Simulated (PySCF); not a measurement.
# Frequency calculation, with input and output: AsO2

AsO2, multiplicity 2, computed with UKS-based PBE0, As def2-TZVP, O def2-TZVP; non-relativistic Hamiltonian; density fitting (PySCF 2.14.0).

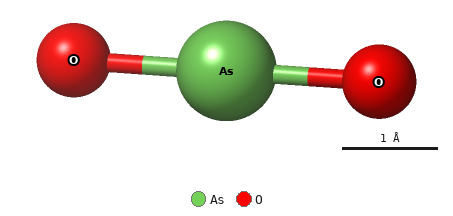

**Figure 1.** The structure as given in the input (ball-and-stick view, seen at a tilt).

### Results in brief

| quantity | value |
| --- | --- |
| outcome | converged |
| total energy | −2385.850613 hartree |
| ⟨S²⟩ | 0.757 |
| zero-point energy | 0.003941 hartree |
| dipole moment | 0.00 D |
| wavenumbers, lowest and highest | 451i and 887 cm⁻¹ |
| hardware | 4 threads of Arm Neoverse V2, 24 GiB of memory available, shared host |
| wall time | 15 s (CPU time 49 s) |
| peak memory | 1 GiB |

### The input
```python
from pyscf import gto, scf, dft
mol = gto.M(atom='''
As     0.000000     0.000000    -0.000000
O      0.000000    -0.000000     1.641334
O     -0.000000     0.000000    -1.641334''',
    basis={'As': 'def2-TZVP', 'O': 'def2-TZVP'},
    charge=0, spin=1)
mf = dft.UKS(mol, xc='PBE0')
mf.grids.atom_grid = (75, 302)
aux = {'As': 'def2-universal-JKFIT', 'O': 'def2-universal-JKFIT'}
mf = mf.density_fit(auxbasis=aux)
mf.conv_tol = 1e-09
mf.diis_space = 10
mf.max_cycle = 60
mf.verbose = 4
mf.kernel()
```

The script is an equivalent of the set-up of the self-consistent field. The run itself was carried out by a driver, which started from the orbitals of the step before it where there was one and computed the further properties.

Command:
```bash
OMP_NUM_THREADS=4 python axn.py task.json out
```

### Log
```
init E= -2385.85061331311
  alpha nocc = 25  HOMO = -0.267861091834327  LUMO = -0.0966741170540698
  beta  nocc = 24  HOMO = -0.359149470013687  LUMO = -0.137877137326028
  HOMO = -0.267861091834  LUMO = -0.137877137326  gap/eV = 3.53704
cycle= 1 E= -2385.8506133131  delta_E= 5.46e-12  |g|= 5.36e-06  |ddm|= 5.16e-06
  alpha nocc = 25  HOMO = -0.267861252384272  LUMO = -0.0966739759468342
  beta  nocc = 24  HOMO = -0.359150225546812  LUMO = -0.137877337825007
  HOMO = -0.267861252384  LUMO = -0.137877337825  gap/eV = 3.53704
Extra cycle  E= -2385.85061331298  delta_E= 1.24e-10  |g|= 1.82e-05  |ddm|= 1.32e-05
converged SCF energy = -2385.85061331298  <S^2> = 0.75732702  2S+1 = 2.0073136
```

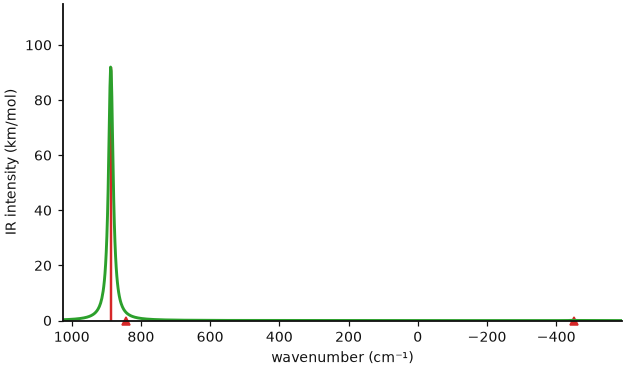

**Figure 2.** Harmonic infrared spectrum, unscaled: sticks (degenerate modes added up, dark ones marked on the axis) with a Lorentzian envelope of 16 cm⁻¹ full width, scaled to the tallest stick; imaginary modes are drawn at negative wavenumbers. 4 modes from 451i to 887 cm⁻¹, 2 imaginary beyond 8i (451i, 451i cm⁻¹): not a minimum. The strongest line is at 887 cm⁻¹ (92 km/mol). All modes, in cm⁻¹ (km/mol): 451i (0.1), 451i (0.1), 843 (0.0), 887 (92).

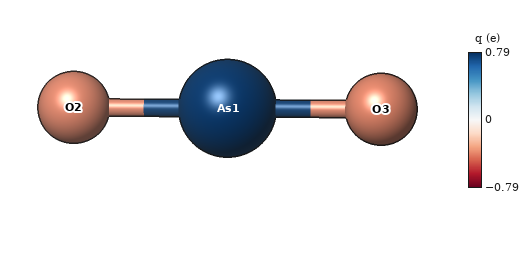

**Figure 3.** Mulliken charges, as the colour of each atom (ball-and-stick view, seen on its broad side; atoms are numbered from 1 in the order of the input). By element: As +0.75 and O −0.38 e.
